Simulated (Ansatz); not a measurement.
## Nudged elastic band of C2H6BSb (part 1 of 2)

- system: C2H6BSb, SMILES C=C[BH][SbH2]
- method: RKS PBE0/def2-SVP (Ansatz 0.2.0)

The run did not end well. It belongs to a series of runs on one base structure; here: band between the two ends.

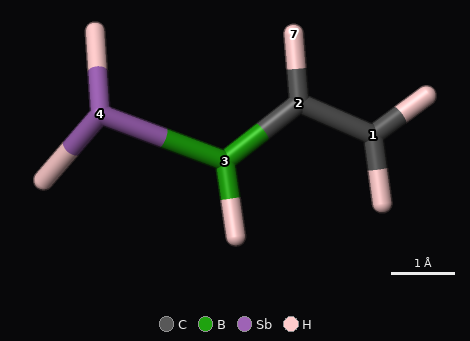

Fig. 1: The input geometry (stick view, seen at a tilt; atoms are numbered from 1 in the order of the input). Sticks mark near contacts.

Outcome

```csv
quantity,value
outcome,not converged
"barrier, forward (band not converged)",1.728 eV
"barrier, backward",1.728 eV
hardware,"2 threads of Intel Xeon (Sapphire Rapids), 16 GiB of memory available, shared host"
wall time,22 min (CPU time 42 min)
peak memory,0.24 GiB
```

The run did not converge: “NEB band did not converge after 57 iterations: max|band force component| = 2.44e-1 eV/Å (threshold 5.0e-2); raise `neb.max_iterations` in a new run, which can start from the last band evaluated (`neb.initial_path`, with `crystal.atoms` and `neb.final_atoms` set to its first and last images), add images, or start from endpoints closer to local minima …” Its last values are not results.

Input
```yaml
crystal:
  periodic: [false, false, false]
  atoms:
    - { symbol: C, position_ang: [-1.319077, 1.542229, 0.186853] }
    - { symbol: C, position_ang: [-0.49578, 0.54124, 0.555773] }
    - { symbol: B, position_ang: [0.566202, -0.000357, -0.420598] }
    - { symbol: Sb, position_ang: [1.979082, -1.650185, 0.08781] }
    - { symbol: H, position_ang: [-1.226648, 2.011819, -0.798722] }
    - { symbol: H, position_ang: [-2.113846, 1.926533, 0.837426] }
    - { symbol: H, position_ang: [-0.639312, 0.108056, 1.553864] }
    - { symbol: H, position_ang: [0.716497, 0.553712, -1.487349] }
    - { symbol: H, position_ang: [1.794412, -2.462315, -1.406282] }
    - { symbol: H, position_ang: [0.821571, -2.621932, 0.894025] }
basis:
  gaussian: { orbitals: def2-SVP }
hamiltonian:
  xc: pbe0
neb:
  order_check: false
  images: 9
  f_tol: 0.05
  max_iterations: 57
  final_atoms:
    - { symbol: C, position_ang: [-1.31908238, 1.54235282, 0.18756556] }
    - { symbol: C, position_ang: [-0.49490902, 0.54158962, 0.55528567] }
    - { symbol: B, position_ang: [0.56623546, -0.00012816, -0.42207213] }
    - { symbol: Sb, position_ang: [1.97892804, -1.64983572, 0.08783728] }
    - { symbol: H, position_ang: [-2.11149774, 1.92781858, 0.84029035] }
    - { symbol: H, position_ang: [-1.22951087, 2.01067647, -0.79885419] }
    - { symbol: H, position_ang: [-0.6384956, 0.10703296, 1.5527877] }
    - { symbol: H, position_ang: [0.71576272, 0.55319166, -1.48942601] }
    - { symbol: H, position_ang: [1.79500126, -2.46372194, -1.40518044] }
    - { symbol: H, position_ang: [0.82066912, -2.62017627, 0.89456622] }
  initial_path:
    images:
      - { positions_ang: [[-1.319077, 1.542229, 0.186853], [-0.49578, 0.54124, 0.555773], [0.566202, -0.000357, -0.420598], [1.979082, -1.650185, 0.08781], [-1.226648, 2.011819, -0.798722], [-2.113846, 1.926533, 0.837426], [-0.639312, 0.108056, 1.553864], [0.716497, 0.553712, -1.487349], [1.794412, -2.462315, -1.406282], [0.821571, -2.621932, 0.894025]] }
      - { positions_ang: [[-1.31618278, 1.53708979, 0.18927418], [-0.50804441, 0.54661488, 0.56158666], [0.55124179, -0.00959147, -0.41354249], [1.96364414, -1.66038279, 0.1424522], [-1.44466547, 1.88475024, -0.69520372], [-1.89514244, 2.06275769, 0.73415699], [-0.63560649, 0.12290034, 1.56339135], [0.71077497, 0.51637545, -1.48484542], [1.9029587, -2.38446697, -1.37366427], [0.75412299, -2.66724717, 0.77919452]] }
      - { positions_ang: [[-1.31328856, 1.53195059, 0.19169535], [-0.52030882, 0.55198977, 0.56740033], [0.53628158, -0.01882594, -0.40648699], [1.94820628, -1.67058058, 0.19709439], [-1.66268294, 1.75768148, -0.59168545], [-1.67643888, 2.19898239, 0.63088798], [-0.63190098, 0.13774468, 1.57291871], [0.70505295, 0.47903891, -1.48234183], [2.0115054, -2.30661893, -1.34104654], [0.68667497, -2.71256235, 0.66436405]] }
      - { positions_ang: [[-1.31039434, 1.52681138, 0.19411653], [-0.53257323, 0.55736465, 0.57321399], [0.52132137, -0.02806041, -0.39943148], [1.93276842, -1.68077838, 0.25173659], [-1.88070041, 1.63061272, -0.48816717], [-1.45773533, 2.33520708, 0.52761897], [-0.62819548, 0.15258901, 1.58244606], [0.69933092, 0.44170236, -1.47983825], [2.1200521, -2.2287709, -1.30842881], [0.61922696, -2.75787752, 0.54953357]] }
      - { positions_ang: [[-1.30750012, 1.52167217, 0.19653771], [-0.54483764, 0.56273953, 0.57902765], [0.50636117, -0.03729488, -0.39237598], [1.91733056, -1.69097617, 0.30637879], [-2.09871787, 1.50354397, -0.3846489], [-1.23903177, 2.47143178, 0.42434996], [-0.62448997, 0.16743335, 1.59197341], [0.6936089, 0.40436582, -1.47733466], [2.2285988, -2.15092287, -1.27581108], [0.55177895, -2.8031927, 0.4347031]] }
      - { positions_ang: [[-1.30460591, 1.51653296, 0.19895889], [-0.55710205, 0.56811442, 0.58484132], [0.49140096, -0.04652935, -0.38532047], [1.90189271, -1.70117396, 0.36102098], [-2.31673534, 1.37647521, -0.28113062], [-1.02032821, 2.60765647, 0.32108096], [-0.62078446, 0.18227769, 1.60150077], [0.68788687, 0.36702927, -1.47483108], [2.3371455, -2.07307484, -1.24319336], [0.48433093, -2.84850787, 0.31987262]] }
      - { positions_ang: [[-1.3075012, 1.52169693, 0.19668022], [-0.54466344, 0.56280946, 0.57893019], [0.50636786, -0.03724911, -0.3926708], [1.91729977, -1.69090631, 0.30638424], [-2.27568782, 1.48674388, -0.05684643], [-1.06216474, 2.48826047, 0.09709393], [-0.62432669, 0.16722874, 1.59175815], [0.69346204, 0.40426175, -1.47775007], [2.22871665, -2.15120426, -1.27559077], [0.55159857, -2.80284155, 0.43481134]] }
      - { positions_ang: [[-1.3103965, 1.5268609, 0.19440156], [-0.53222484, 0.5575045, 0.57301906], [0.52133476, -0.02796888, -0.40002113], [1.93270684, -1.68063866, 0.2517475], [-2.2346403, 1.59701256, 0.16743777], [-1.10400127, 2.36886447, -0.1268931], [-0.62786892, 0.1521798, 1.58201554], [0.69903721, 0.44149422, -1.48066905], [2.1202878, -2.22933368, -1.30798819], [0.61886621, -2.75717523, 0.54975006]] }
      - { positions_ang: [[-1.31329179, 1.53202487, 0.19212289], [-0.51978623, 0.55219954, 0.56710793], [0.53630166, -0.01868864, -0.40737146], [1.94811391, -1.67037102, 0.19711076], [-2.19359278, 1.70728123, 0.39172196], [-1.1458378, 2.24946847, -0.35088013], [-0.63141114, 0.13713085, 1.57227292], [0.70461238, 0.4787267, -1.48358804], [2.01185896, -2.3074631, -1.3403856], [0.68613384, -2.71150891, 0.66468878]] }
      - { positions_ang: [[-1.31618709, 1.53718885, 0.18984423], [-0.50734763, 0.54689458, 0.5611968], [0.55126856, -0.0094084, -0.4147218], [1.96352098, -1.66010337, 0.14247402], [-2.15254526, 1.81754991, 0.61600615], [-1.18767433, 2.13007247, -0.57486716], [-0.63495337, 0.12208191, 1.56253031], [0.71018755, 0.51595918, -1.48650703], [1.90343011, -2.38559252, -1.37278302], [0.75340148, -2.66584259, 0.7796275]] }
      - { positions_ang: [[-1.31908238, 1.54235282, 0.18756556], [-0.49490902, 0.54158962, 0.55528567], [0.56623546, -0.00012816, -0.42207213], [1.97892804, -1.64983572, 0.08783728], [-2.11149774, 1.92781858, 0.84029035], [-1.22951087, 2.01067647, -0.79885419], [-0.6384956, 0.10703296, 1.5527877], [0.71576272, 0.55319166, -1.48942601], [1.79500126, -2.46372194, -1.40518044], [0.82066912, -2.62017627, 0.89456622]] }
```

Run as:
```bash
ansatz run input.yaml --threads 2 --pin off --max-ram 3072MiB --backend cpu --events-out ev --progress --plain --runs-dir out
```

Log
```
Engine: ansatz 0.2.0, x86_64-unknown-linux-gnu
Functional definition: PBE0
  parameter a = 0.25
  parameter kappa = 0.804
  parameter beta = 0.06672455060314922
  exchange = (1 - a)*pbe_x(kappa = kappa, mu = beta*pi^2/3) + a*exact_x
  correlation = pbe_c(beta = beta)
1193 factors; integrals over basis functions are off by at most 3.0e-4 eV
mean field evaluation 1: about -9373.4540 eV, gradient 4.1e1 eV
mean field evaluation 2: about -9370.9308 eV, gradient 4.9e1 eV
mean field evaluation 4: about -9378.4545 eV, gradient 2.5e0 eV
mean field evaluation 8: about -9378.5069 eV, gradient 5.5e-2 eV
mean field evaluation 16: about -9378.5069 eV, gradient 6.8e-5 eV
mean field -9378.50690413 eV, -344.6537717465 hartree, gradient 6.8e-5 eV, S^2 0.000000; 0 other end points of the search recorded, 0 dependent functions left out
the calculation of the forces begins
reference -9378.50693275 eV, -344.6537727983 hartree; 23, 23 occupied and 75, 75 virtual orbitals, 1193 factors
1193 factors; integrals over basis functions are off by at most 8.7e-4 eV
mean field evaluation 32: about -9378.5069 eV, gradient 6.8e-5 eV
mean field -9378.50688179 eV, -344.6537709257 hartree, gradient 6.8e-5 eV, S^2 0.000000; 0 other end points of the search recorded, 0 dependent functions left out
[... from here on the field's lines of each further geometry are left out, up to the last ...]
NEB iter   1: max|band force component| = 1.273e1 eV/Å  barrier→ = 4.3149 eV  barrier← = 4.3148 eV  Δτ_max = 0.2000 Å  (340 SCF iters)
NEB iter   2: max|band force component| = 5.047e0 eV/Å  barrier→ = 3.0418 eV  barrier← = 3.0418 eV  Δτ_max = 0.1966 Å  (292 SCF iters)
NEB iter   3: max|band force component| = 2.319e0 eV/Å  barrier→ = 2.4591 eV  barrier← = 2.4591 eV  Δτ_max = 0.2000 Å  (288 SCF iters)
NEB iter   4: max|band force component| = 1.497e0 eV/Å  barrier→ = 2.6844 eV  barrier← = 2.6844 eV  Δτ_max = 0.1135 Å  (286 SCF iters)
NEB iter   5: max|band force component| = 9.548e-1 eV/Å  barrier→ = 2.5617 eV  barrier← = 2.5616 eV  Δτ_max = 0.2000 Å  (284 SCF iters)
NEB iter   6: max|band force component| = 1.073e0 eV/Å  barrier→ = 2.2584 eV  barrier← = 2.2584 eV  Δτ_max = 0.1016 Å  (281 SCF iters)
NEB iter   7: max|band force component| = 1.134e0 eV/Å  barrier→ = 2.1364 eV  barrier← = 2.1363 eV  Δτ_max = 0.1006 Å  (274 SCF iters)
NEB iter   8: max|band force component| = 1.108e0 eV/Å  barrier→ = 2.1144 eV  barrier← = 2.1144 eV  Δτ_max = 0.0999 Å  (280 SCF iters)
NEB iter   9: max|band force component| = 7.760e-1 eV/Å  barrier→ = 2.0320 eV  barrier← = 2.0319 eV  CI = image 6  Δτ_max = 0.1878 Å  (278 SCF iters)
NEB iter  10: max|band force component| = 4.017e-1 eV/Å  barrier→ = 2.1652 eV  barrier← = 2.1652 eV  CI = image 6  Δτ_max = 0.0964 Å  (276 SCF iters)
NEB iter  11: max|band force component| = 1.509e-1 eV/Å  barrier→ = 2.1450 eV  barrier← = 2.1450 eV  CI = image 6  Δτ_max = 0.0644 Å  (288 SCF iters)
NEB iter  12: max|band force component| = 1.477e-1 eV/Å  barrier→ = 2.1376 eV  barrier← = 2.1376 eV  CI = image 6  Δτ_max = 0.0990 Å  (281 SCF iters)
NEB iter  13: max|band force component| = 1.510e-1 eV/Å  barrier→ = 2.1269 eV  barrier← = 2.1269 eV  CI = image 6  Δτ_max = 0.0494 Å  (281 SCF iters)
NEB iter  14: max|band force component| = 1.197e-1 eV/Å  barrier→ = 2.1205 eV  barrier← = 2.1205 eV  CI = image 6  Δτ_max = 0.0495 Å  (273 SCF iters)
NEB iter  15: max|band force component| = 1.113e-1 eV/Å  barrier→ = 2.1156 eV  barrier← = 2.1156 eV  CI = image 6  Δτ_max = 0.0494 Å  (270 SCF iters)
NEB iter  16: max|band force component| = 1.367e-1 eV/Å  barrier→ = 2.1092 eV  barrier← = 2.1092 eV  CI = image 6  Δτ_max = 0.0495 Å  (269 SCF iters)
NEB iter  17: max|band force component| = 1.572e-1 eV/Å  barrier→ = 2.1043 eV  barrier← = 2.1042 eV  CI = image 6  Δτ_max = 0.0494 Å  (276 SCF iters)
NEB iter  18: max|band force component| = 1.848e-1 eV/Å  barrier→ = 2.0977 eV  barrier← = 2.0977 eV  CI = image 6  Δτ_max = 0.0495 Å  (268 SCF iters)
NEB iter  19: max|band force component| = 2.006e-1 eV/Å  barrier→ = 2.0920 eV  barrier← = 2.0920 eV  CI = image 6  Δτ_max = 0.0494 Å  (269 SCF iters)
NEB iter  20: max|band force component| = 2.181e-1 eV/Å  barrier→ = 2.0853 eV  barrier← = 2.0853 eV  CI = image 6  Δτ_max = 0.0494 Å  (263 SCF iters)
NEB iter  21: max|band force component| = 2.365e-1 eV/Å  barrier→ = 2.0784 eV  barrier← = 2.0784 eV  CI = image 6  Δτ_max = 0.0494 Å  (263 SCF iters)
NEB iter  22: max|band force component| = 2.591e-1 eV/Å  barrier→ = 2.0702 eV  barrier← = 2.0702 eV  CI = image 6  Δτ_max = 0.0987 Å  (260 SCF iters)
NEB iter  23: max|band force component| = 3.083e-1 eV/Å  barrier→ = 2.0545 eV  barrier← = 2.0545 eV  CI = image 6  Δτ_max = 0.1116 Å  (269 SCF iters)
NEB iter  24: max|band force component| = 3.937e-1 eV/Å  barrier→ = 2.0296 eV  barrier← = 2.0296 eV  CI = image 6  Δτ_max = 0.1833 Å  (278 SCF iters)
NEB iter  25: max|band force component| = 5.156e-1 eV/Å  barrier→ = 1.9939 eV  barrier← = 1.9939 eV  CI = image 6  Δτ_max = 0.1537 Å  (275 SCF iters)
NEB iter  26: max|band force component| = 7.498e-1 eV/Å  barrier→ = 1.9286 eV  barrier← = 1.9285 eV  CI = image 6  Δτ_max = 0.1777 Å  (277 SCF iters)
NEB iter  27: max|band force component| = 1.106e0 eV/Å  barrier→ = 1.7763 eV  barrier← = 1.7763 eV  CI = image 6  Δτ_max = 0.1452 Å  (274 SCF iters)
NEB iter  28: max|band force component| = 1.366e0 eV/Å  barrier→ = 1.5891 eV  barrier← = 1.5891 eV  CI = image 6  Δτ_max = 0.1413 Å  (275 SCF iters)
NEB iter  29: max|band force component| = 1.567e0 eV/Å  barrier→ = 1.4764 eV  barrier← = 1.4764 eV  CI = image 6  Δτ_max = 0.0707 Å  (267 SCF iters)
NEB iter  30: max|band force component| = 1.594e0 eV/Å  barrier→ = 1.5076 eV  barrier← = 1.5076 eV  CI = image 6  Δτ_max = 0.1391 Å  (268 SCF iters)
NEB iter  31: max|band force component| = 1.469e0 eV/Å  barrier→ = 1.5483 eV  barrier← = 1.5483 eV  CI = image 6  Δτ_max = 0.1408 Å  (258 SCF iters)
NEB iter  32: max|band force component| = 1.367e0 eV/Å  barrier→ = 1.5791 eV  barrier← = 1.5791 eV  CI = image 6  Δτ_max = 0.2000 Å  (273 SCF iters)
NEB iter  33: max|band force component| = 1.249e0 eV/Å  barrier→ = 1.5531 eV  barrier← = 1.5530 eV  CI = image 5  Δτ_max = 0.2000 Å  (271 SCF iters)
NEB iter  34: max|band force component| = 2.210e0 eV/Å  barrier→ = 1.8067 eV  barrier← = 1.8066 eV  CI = image 5  Δτ_max = 0.1003 Å  (270 SCF iters)
NEB iter  35: max|band force component| = 1.304e0 eV/Å  barrier→ = 1.8594 eV  barrier← = 1.8594 eV  CI = image 5  Δτ_max = 0.1005 Å  (270 SCF iters)
NEB iter  36: max|band force component| = 7.184e-1 eV/Å  barrier→ = 1.8302 eV  barrier← = 1.8302 eV  CI = image 5  Δτ_max = 0.1011 Å  (272 SCF iters)
NEB iter  37: max|band force component| = 4.906e-1 eV/Å  barrier→ = 1.7894 eV  barrier← = 1.7894 eV  CI = image 5  Δτ_max = 0.0998 Å  (274 SCF iters)
NEB iter  38: max|band force component| = 6.437e-1 eV/Å  barrier→ = 1.7628 eV  barrier← = 1.7628 eV  CI = image 5  Δτ_max = 0.0500 Å  (274 SCF iters)
NEB iter  39: max|band force component| = 5.956e-1 eV/Å  barrier→ = 1.7494 eV  barrier← = 1.7493 eV  CI = image 5  Δτ_max = 0.0500 Å  (269 SCF iters)
NEB iter  40: max|band force component| = 8.371e-1 eV/Å  barrier→ = 1.7401 eV  barrier← = 1.7400 eV  CI = image 5  Δτ_max = 0.0250 Å  (264 SCF iters)
NEB iter  41: max|band force component| = 6.230e-1 eV/Å  barrier→ = 1.7362 eV  barrier← = 1.7362 eV  CI = image 5  Δτ_max = 0.0250 Å  (253 SCF iters)
NEB iter  42: max|band force component| = 3.228e-1 eV/Å  barrier→ = 1.7331 eV  barrier← = 1.7331 eV  CI = image 5  Δτ_max = 0.0251 Å  (259 SCF iters)
NEB iter  43: max|band force component| = 2.492e-1 eV/Å  barrier→ = 1.7310 eV  barrier← = 1.7309 eV  CI = image 5  Δτ_max = 0.0512 Å  (254 SCF iters)
NEB iter  44: max|band force component| = 8.976e-1 eV/Å  barrier→ = 1.7337 eV  barrier← = 1.7337 eV  CI = image 7  Δτ_max = 0.0250 Å  (265 SCF iters)
NEB iter  45: max|band force component| = 9.863e-1 eV/Å  barrier→ = 1.7600 eV  barrier← = 1.7600 eV  CI = image 7  Δτ_max = 0.0501 Å  (253 SCF iters)
NEB iter  46: max|band force component| = 1.040e0 eV/Å  barrier→ = 1.7907 eV  barrier← = 1.7907 eV  CI = image 7  Δτ_max = 0.0501 Å  (254 SCF iters)
NEB iter  47: max|band force component| = 1.164e0 eV/Å  barrier→ = 1.7995 eV  barrier← = 1.7995 eV  CI = image 7  Δτ_max = 0.1002 Å  (259 SCF iters)
NEB iter  48: max|band force component| = 1.086e0 eV/Å  barrier→ = 1.7723 eV  barrier← = 1.7722 eV  CI = image 7  Δτ_max = 0.1987 Å  (265 SCF iters)
NEB iter  49: max|band force component| = 8.823e-1 eV/Å  barrier→ = 1.7493 eV  barrier← = 1.7493 eV  CI = image 7  Δτ_max = 0.2000 Å  (278 SCF iters)
NEB iter  50: max|band force component| = 5.776e-1 eV/Å  barrier→ = 1.7453 eV  barrier← = 1.7453 eV  CI = image 7  Δτ_max = 0.2000 Å  (262 SCF iters)
NEB iter  51: max|band force component| = 5.681e-1 eV/Å  barrier→ = 1.7415 eV  barrier← = 1.7415 eV  CI = image 7  Δτ_max = 0.1982 Å  (281 SCF iters)
NEB iter  52: max|band force component| = 6.843e-1 eV/Å  barrier→ = 1.7378 eV  barrier← = 1.7378 eV  CI = image 7  Δτ_max = 0.1002 Å  (270 SCF iters)
NEB iter  53: max|band force component| = 5.312e-1 eV/Å  barrier→ = 1.7360 eV  barrier← = 1.7360 eV  CI = image 7  Δτ_max = 0.1001 Å  (254 SCF iters)
NEB iter  54: max|band force component| = 4.209e-1 eV/Å  barrier→ = 1.7342 eV  barrier← = 1.7341 eV  CI = image 7  Δτ_max = 0.0586 Å  (259 SCF iters)
NEB iter  55: max|band force component| = 2.804e-1 eV/Å  barrier→ = 1.7324 eV  barrier← = 1.7324 eV  CI = image 7  Δτ_max = 0.0724 Å  (273 SCF iters)
NEB iter  56: max|band force component| = 1.722e-1 eV/Å  barrier→ = 1.7306 eV  barrier← = 1.7306 eV  CI = image 7  Δτ_max = 0.1001 Å  (263 SCF iters)
the calculation of the forces begins
reference -9377.94973875 eV, -344.6332962964 hartree; 23, 23 occupied and 75, 75 virtual orbitals, 1193 factors
these checks for a lower state are left out or cut short: starts, cluster_reference, orbital_swaps, neighbouring_geometries, increment
1193 factors; integrals over basis functions are off by at most 7.0e-4 eV
mean field -9378.43930833 eV, -344.6512876468 hartree, gradient 1.4e-5 eV, S^2 0.000000; 0 other end points of the search recorded, 0 dependent functions left out
the calculation of the forces begins
reference -9378.43933738 eV, -344.6512887144 hartree; 23, 23 occupied and 75, 75 virtual orbitals, 1193 factors
NEB iter  57: max|band force component| = 2.439e-1 eV/Å  barrier→ = 1.7284 eV  barrier← = 1.7283 eV  CI = image 7  Δτ_max = 0.0501 Å  (269 SCF iters)
```
